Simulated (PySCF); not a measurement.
```xyz
12

F    -0.7242    1.5241   -0.0681
C    -1.5883    0.4820    0.0750
C    -0.8476   -0.8047    0.0368
F    -1.6377   -1.8532    0.1832
C     0.4875   -0.9852   -0.0752
Si    1.8184    0.3717   -0.0136
H    -2.1209    0.5997    1.0326
H    -2.3363    0.5372   -0.7317
H     0.8195   -2.0099   -0.1986
H     1.3981    0.9885   -1.3189
H     3.0843   -0.3395    0.1218
H     1.6485    1.4886    0.9305
```

Geometry: GFN2-xTB.

Theory: UKS B3LYP, pcH-1 on C F H Si, non-relativistic, mean-field spin-orbit, GIAO in PySCF 2.14.0, density-fitted response routines.

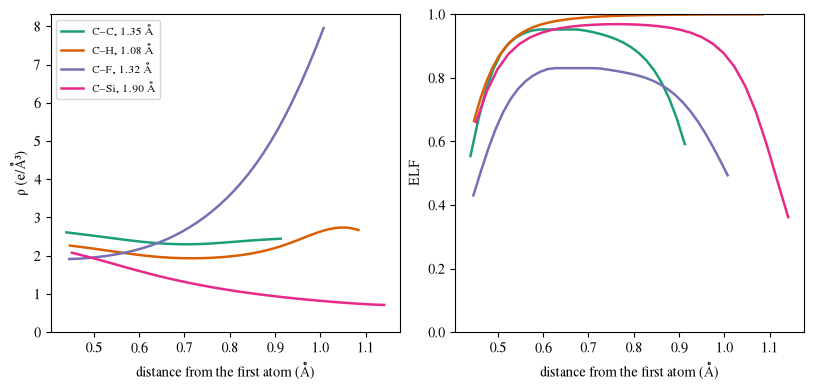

C₃H₆F₂Si (charge +1, doublet). Electron density and ELF along straight lines between neighbouring atoms. The curves leave out the atomic cores.

**What kind of bonding do the profiles show?**

C–C (1.35 Å): the density is about 2.3 e/Å³ at the midpoint; the ELF peaks at about 0.95 between the atoms: localised, covalent bonding.
C–H (1.08 Å): the density is about 2.1 e/Å³ at the midpoint; the ELF climbs to about 1 towards the hydrogen, as it does in any bond to H; an ordinary covalent bond to hydrogen.
C–F (1.32 Å): ρ at the midpoint is about 2.4 e/Å³; the ELF peaks at about 0.85 between the atoms; a polar covalent bond.
C–Si (1.90 Å): the density is about 0.87 e/Å³ at the midpoint; the ELF peaks at about 0.95 between the atoms: localised, covalent bonding.
